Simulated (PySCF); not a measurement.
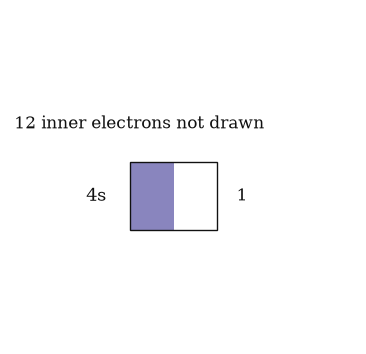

*The outer shells of the nominal configuration: a box for each of the 2l + 1 orbitals, shaded by the share of the shell that is filled, with the electron count at the right.*

# Al: atomic calculation

- system: Al, configuration 1s2 2s2 2p6 3s2 4s1, multiplicity 2.
- method: unrestricted wB97X-V, def2-QZVPPD, non-relativistic, point nucleus (PySCF)

### Summary

| quantity | value |
| --- | --- |
| outcome | converged |
| total energy | −242.204134 hartree |
| kinetic energy | 241.821524 hartree |
| ⟨S²⟩ | 0.750 |
| SCF iterations | 7 |
| hardware | 1 CPU thread, shared host |
| CPU time | 2.2 s (integrals apart) |

### Remarks

This is not the ground configuration of the species.

### Input
```python
from pyscf import gto, scf, dft, mp, cc
import basis_set_exchange as bse
mol = gto.M(atom="Al 0 0 0", charge=0, spin=1, symmetry="D2h",
            basis=gto.basis.parse(bse.get_basis("def2-QZVPPD", elements=["Al"], fmt="nwchem")))
mf = dft.UKS(mol, xc="WB97X_V")
mf.irrep_nelec = {'Ag': (4, 3), 'B1u': (1, 1), 'B2u': (1, 1), 'B3u': (1, 1)}
mf.kernel()
```

The script is an equivalent of what the driver set up; the driver started from orbitals of its own, so the log can be shorter than this script's would be, and it computed the properties (radii, ⟨L²⟩, response) afterwards. It held the occupations shell by shell, which the script's counts by irreducible representation don't always enforce.

### The program's output (extracts)
```
damping factor = 0
level_shift factor = 0
DIIS = <class 'pyscf.scf.diis.CDIIS'>
diis_start_cycle = 1
diis_space = 10
diis_damp = 0
SCF conv_tol = 1e-09
SCF conv_tol_grad = None
number electrons alpha = 7  beta = 6
XC functionals = WB97X_V
    N. Mardirossian and M. Head-Gordon.,  Phys. Chem. Chem. Phys. 16, 9904-9924 (2014)
NLC functional = WB97X_V
cycle= 1 E= -242.204072985667  delta_E= -0.00426  |g|= 0.0149  |ddm|= 0.219
cycle= 2 E= -242.204128006131  delta_E= -5.5e-05  |g|= 0.005  |ddm|= 0.112
cycle= 3 E= -242.204133254597  delta_E= -5.25e-06  |g|= 0.00107  |ddm|= 0.0452
cycle= 4 E= -242.204134210855  delta_E= -9.56e-07  |g|= 0.000167  |ddm|= 0.034
cycle= 5 E= -242.204134370038  delta_E= -1.59e-07  |g|= 4.41e-05  |ddm|= 0.0199
cycle= 6 E= -242.204134382118  delta_E= -1.21e-08  |g|= 6.43e-06  |ddm|= 0.00646
cycle= 7 E= -242.204134382267  delta_E= -1.48e-10  |g|= 9.36e-07  |ddm|= 0.000531
converged SCF energy = -242.204134382267  <S^2> = 0.75015507  2S+1 = 2.0001551
```

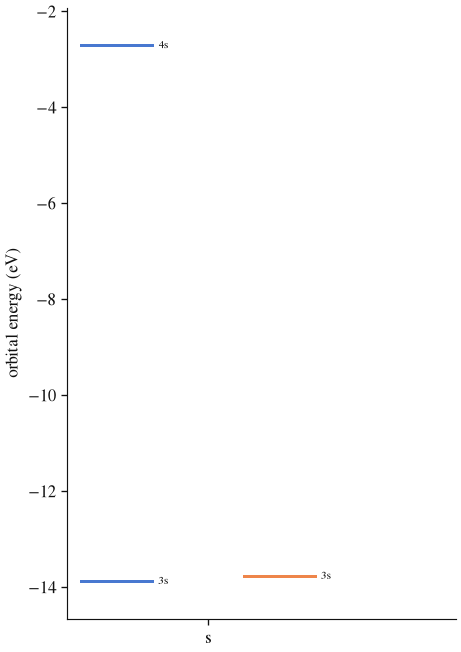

*Orbital energies of the mean field, from the top down to −13.9 eV, by angular momentum, α spin at the left of each column and β at the right; ×n counts the orbitals under one label.*

The highest filled orbital is 4s α at −2.71 eV, the lowest empty one p α at −2.25 eV.
